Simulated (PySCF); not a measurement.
Run report: C₄H₁₀Cl₂O₂Ti, geometry relaxation (part 4 of 4)

C₄H₁₀Cl₂O₂Ti (Ti(OEt)2Cl2); PBE0-D3(BJ)/def2-SVP geometry optimisation, gas phase (PySCF 2.14.0). The run did not end well. It belongs to a series of runs on one base structure; here: two ligands: Cl to OEt.

Geometry of the input (Å):
```
Ti -1.1340  -0.2177  -0.8377
O  -1.2050  0.8969  0.4708
C  -0.9516  0.7486  1.8008
C  -0.6884  -0.7284  2.1579
H  0.0556  1.2457  2.0159
H  -1.6972  1.2439  2.4186
H  -0.4719  -0.8764  3.2096
H  -1.7102  -1.1965  1.9823
H  -0.0446  -1.1883  1.5755
O  0.2017  -1.0335  -1.1495
C  1.5068  -0.6910  -1.4053
C  1.6937  0.8458  -1.4580
H  2.0884  -1.0724  -0.6650
H  1.7897  -1.1133  -2.3740
H  2.7005  1.0932  -1.6400
H  1.0613  1.2810  -2.2704
H  1.3340  1.3024  -0.5364
Cl -1.7882  1.0445  -2.5499
Cl -2.8034  -1.5911  -0.6605
```

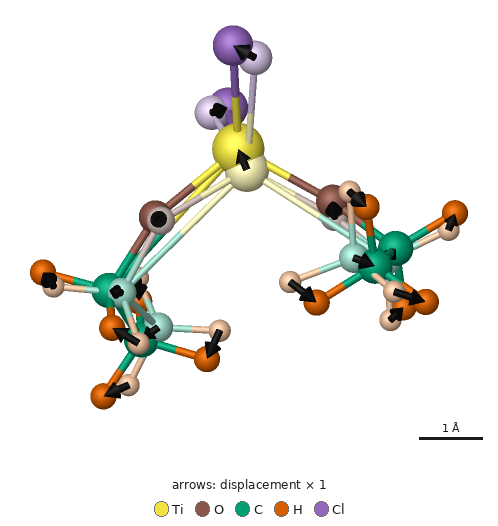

Start (faint) and end (solid) with the displacements as black arrows, at true length (ball-and-stick view, seen at a tilt). The two geometries are laid on each other by the best rigid fit. The relaxation stopped without meeting its thresholds, so the last structure isn't shown to be converged. H17 moves most after the best rigid fit: 0.56 Å. By element the largest moves are H 0.56 Å, O 0.44 Å, Cl 0.43 Å, C 0.38 Å, Ti 0.36 Å. Among the contacts that change: Ti1–C11 2.742 → 3.081 Å, Ti1–C3 2.816 → 3.057 Å, Ti1–O10 1.596 → 1.733 Å, C4–H9 0.982 → 1.101 Å. Among the angles that change: Ti1–O10–C11 134.8° → 159.6°, Ti1–O2–C3 131.6° → 154.8°, Ti1–C3–H6 130.1° → 116.7°. The energy falls by 41.7 kcal/mol in 40 geometry steps. Largest force component: 7.7 eV/Å at the start, 0.054 eV/Å at the end. (Atoms are counted from 1 in the order of the input.)

**What the run reported**

```csv
quantity,value
outcome,not converged
total energy,−2077.548955 hartree
dipole moment,4.84 D
point group,C1
hardware,"2 CPU threads, shared host"
wall time,24 min (CPU time 51 min)
peak memory,1.1 GiB
```

**Diagnosis**

The run did not converge. At least one of its steps failed, so the values that rest on that step are not results.
